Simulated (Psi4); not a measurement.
# SVWN5/def2-SVPD run of SiH4O2 (SMILES O[SiH2]O)

What is the energy change on altering one bond length of SiH4O2 at SVWN5/def2-SVPD? 

The calculation is run with Psi4 1.11.

1 further run of the same task is left out (set aside as unsound or not needed).

**1. The system as given**

SiH4O2: 7 atoms, total charge 0, spin state singlet. SMILES: `O[SiH2]O`. Geometry: relaxed at PBE0-D4/def2-TZVP. This is one conformer, not always the lowest.

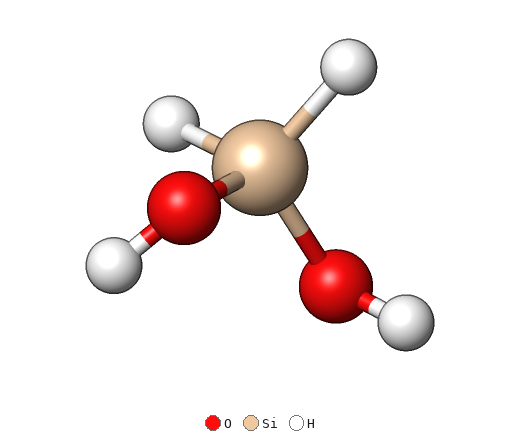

Viewed from a chosen angle; oxygen red, silicon light orange, hydrogen white.

**2. Energy and gradient at SVWN5/def2-SVPD**

job.in

```
memory 2200 MB

molecule molecule1 {
  0 1
  O
  Si 1 r2
  O 2 r3 1 a3
  H 1 r4 2 a4 3 d4
  H 2 r5 1 a5 4 d5
  H 2 r6 5 a6 3 d6
  H 3 r7 2 a7 6 d7

  r2 = 1.641761
  r3 = 1.641767
  a3 = 113.50252
  r4 = 0.958338
  a4 = 117.72956
  d4 = -66.04755
  r5 = 1.481129
  a5 = 111.47697
  d5 = 50.83142
  r6 = 1.481123
  a6 = 112.90797
  d6 = 120.91961
  r7 = 0.958323
  a7 = 117.72959
  d7 = 50.83039
  symmetry c1
}

set basis def2-SVPD
set puream true
set e_convergence 1e-09
set d_convergence 1e-08
set scf_type pk
set dft_radial_points 99
set dft_spherical_points 590

e_tot, wfn = gradient("scf", dft_functional={"name": "SVWN5", "x_functionals": {"LDA_X": {}}, "c_functionals": {"LDA_C_VWN": {}}}, return_wfn=True)
oeprop(wfn, "MAYER_INDICES", "MULLIKEN_CHARGES", "LOWDIN_CHARGES", title="SCF")
```

Launch:

```
$ psi4 -i job.in -o job.out -n 1
```

job.out:

```text
[...]
  Running in c1 symmetry.
[...]
  Nuclear repulsion =  120.473967177333449
[...]
  Multiplicity = 1
[...]
  Nalpha       = 17
  Nbeta        = 17
[...]
    Number of basis functions: 102
[...]
   @RKS iter   1:  -439.56989889078761    5.68396e-02   1.01022e-02 ADIIS/DIIS
[...]
   @RKS iter  11:  -439.98146951757849   -2.80806e-11   3.07368e-09 DIIS
[...]
    Orbital Energies [Eh]
    ---------------------
    Doubly Occupied:
       1A    -65.149619     2A    -18.624599     3A    -18.624594
       4A     -5.058196     5A     -3.504606     6A     -3.502791
       7A     -3.500962     8A     -0.921412     9A     -0.901629
      10A     -0.538132    11A     -0.488753    12A     -0.386187
      13A     -0.360939    14A     -0.354485    15A     -0.299244
      16A     -0.291362    17A     -0.275694
[...]
  @RKS Final Energy:  -439.98146951757849
   => Energetics <=
    Nuclear Repulsion Energy =            120.4739671773334493
    One-Electron Energy =                -849.9420306365786928
    Two-Electron Energy =                 326.8011169268805816
    DFT Exchange-Correlation Energy =     -37.3145229852137774
    Empirical Dispersion Energy =           0.0000000000000000
    VV10 Nonlocal Energy =                  0.0000000000000000
    Total Energy =                       -439.9814695175784891
[...]
 Multipole Moments:
 ------------------------------------------------------------------------------------
     Multipole            Electronic (a.u.)      Nuclear  (a.u.)        Total (a.u.)
 ------------------------------------------------------------------------------------
 L = 1.  Multiply by 2.5417464519 to convert [e a0] to [Debye]
 Dipole X            :         -0.0000747            0.0000356           -0.0000391
 Dipole Y            :         -0.8216370            0.5138097           -0.3078273
 Dipole Z            :         -0.5386850            0.3368844           -0.2018005
 Magnitude           :                                                    0.3680776
[...]
  -Total Gradient:
     Atom            X                  Y                   Z
    ------   -----------------  -----------------  -----------------
       1        0.010288494381    -0.004381293850     0.008156492630
       2       -0.000005635114    -0.010962741713    -0.007190620596
       3       -0.010298412518     0.005720170935    -0.007270520832
       4       -0.011035611140     0.004785007816     0.008401941677
       5       -0.005485443559    -0.001967871362    -0.002224255780
       6        0.005487692620    -0.002824427510    -0.000917402988
       7        0.011048915833     0.009622726238     0.001038840246
[...]
  Mulliken Charges: (a.u.)
   Center  Symbol    Alpha    Beta     Spin     Total
       1     O     4.26370  4.26370  0.00000 -0.52740
       2    SI     6.77048  6.77048  0.00000  0.45903
       3     O     4.26369  4.26369  0.00000 -0.52738
       4     H     0.41215  0.41215  0.00000  0.17571
       5     H     0.43891  0.43891  0.00000  0.12217
       6     H     0.43891  0.43891  0.00000  0.12218
       7     H     0.41215  0.41215  0.00000  0.17569
   Total alpha = 17.00000, Total beta = 17.00000, Total charge =  0.00000
  Lowdin Charges: (a.u.)
[...]
```

Run time: 19 s. Hardware: 1 thread of AMD EPYC 7B13 (Zen 3), shared host; peak memory 0.7 GiB.

**3. The distorted shape: a single-point energy at SVWN5/def2-SVPD**

h4o2si.xyz

```xyz
7
H4O2Si
O     -3.109044    -1.043154    -0.874731
Si     0.051410     0.422210     0.079240
O      1.274030    -0.668570     0.183160
H     -3.180554    -1.414874    -1.755141
H      0.526670     1.393040    -0.933360
H     -0.229300     1.048860     1.391580
H      1.219010    -1.336090     0.868560
```

calc.py

```python
import psi4

psi4.set_memory(2200000000)
psi4.set_num_threads(1)
psi4.set_output_file('psi4.out', False)

with open('h4o2si.xyz') as f:
    atoms = ''.join(f.readlines()[2:])
m = psi4.geometry('0 1\n' + atoms + 'symmetry c1')

options = {'basis': 'def2-SVPD', 'puream': True, 'e_convergence': 1e-09, 'd_convergence': 1e-08, 'scf_type': 'pk', 'dft_radial_points': 99, 'dft_spherical_points': 590}
psi4.set_options(options)

e_tot, wfn = psi4.energy('scf', dft_functional={"name": "SVWN5", "x_functionals": {"LDA_X": {}}, "c_functionals": {"LDA_C_VWN": {}}}, molecule=m, return_wfn=True)
print('E =', round(e_tot, 9))
```

Launch:

```
$ python calc.py
```

psi4.out:

```text
[...]
  Running in c1 symmetry.
[...]
  Nuclear repulsion =   91.885847298437767
[...]
  Multiplicity = 1
[...]
  Nalpha       = 17
  Nbeta        = 17
[...]
    Number of basis functions: 102
[...]
   @RKS iter   1:  -439.10810214413897    5.28008e-02   1.16331e-02 DIIS/ADIIS
[...]
   @RKS iter  28:  -439.77679099103659   -1.58025e-11   7.95809e-10 DIIS
[...]
    Orbital Energies [Eh]
    ---------------------
    Doubly Occupied:
       1A    -65.211546     2A    -18.688107     3A    -18.560236
       4A     -5.122158     5A     -3.569269     6A     -3.566914
       7A     -3.563778     8A     -0.969456     9A     -0.782119
      10A     -0.578832    11A     -0.469553    12A     -0.401697
      13A     -0.379572    14A     -0.342351    15A     -0.320337
      16A     -0.217047    17A     -0.187680
[...]
  @RKS Final Energy:  -439.77679099103659
   => Energetics <=
    Nuclear Repulsion Energy =             91.8858472984377670
    One-Electron Energy =                -792.2238456826236188
    Two-Electron Energy =                 297.6388188004008271
    DFT Exchange-Correlation Energy =     -37.0776114072515242
    Empirical Dispersion Energy =           0.0000000000000000
    VV10 Nonlocal Energy =                  0.0000000000000000
    Total Energy =                       -439.7767909910365915
[...]
 Multipole Moments:
 ------------------------------------------------------------------------------------
     Multipole            Electronic (a.u.)      Nuclear  (a.u.)        Total (a.u.)
 ------------------------------------------------------------------------------------
 L = 1.  Multiply by 2.5417464519 to convert [e a0] to [Debye]
 Dipole X            :          1.8283264            0.1804876            2.0088141
 Dipole Y            :         -0.1378766            0.6493977            0.5115212
 Dipole Z            :          0.5294860            0.1449224            0.6744085
 Magnitude           :                                                    2.1798657
[...]
```

The script printed:

```text
E = -439.776790991
```

It took 24 s on 1 thread of AMD EPYC 7B13 (Zen 3), shared host; peak memory 0.67 GiB.

**4. Results**

Level: SVWN5/def2-SVPD.

```
                                                          quantity          value
                                         first shape: total energy  -439.98147 Eh
                                        first shape: dipole moment         0.94 D
                                          first shape: HOMO energy       -7.50 eV
                                          first shape: LUMO energy       -0.81 eV
                                        first shape: HOMO–LUMO gap        6.69 eV
                             first shape: largest force on an atom     0.755 eV/Å
                                     distorted shape: total energy  -439.77679 Eh
                                    distorted shape: dipole moment         5.54 D
                                      distorted shape: HOMO energy       -5.11 eV
                                      distorted shape: LUMO energy       -5.09 eV
                                    distorted shape: HOMO–LUMO gap        0.02 eV
energy change with the O1–Si2 bond stretched from 1.642 to 3.612 Å       5.570 eV
```

What this shows: One bond (distorted shape) is far stretched, which a spin-restricted single reference describes badly; a broken-symmetry solution may lie lower. With the O1–Si2 bond stretched from 1.642 to 3.612 Å the energy rises by 5.57 eV (537 kJ/mol). The first shape isn't relaxed at this level, so the change isn't measured from a minimum. A restricted reference can't describe the breaking bond well at this length. The largest force (first shape) is 0.76 eV/Å: the shape isn't a stationary point for this species at this level.
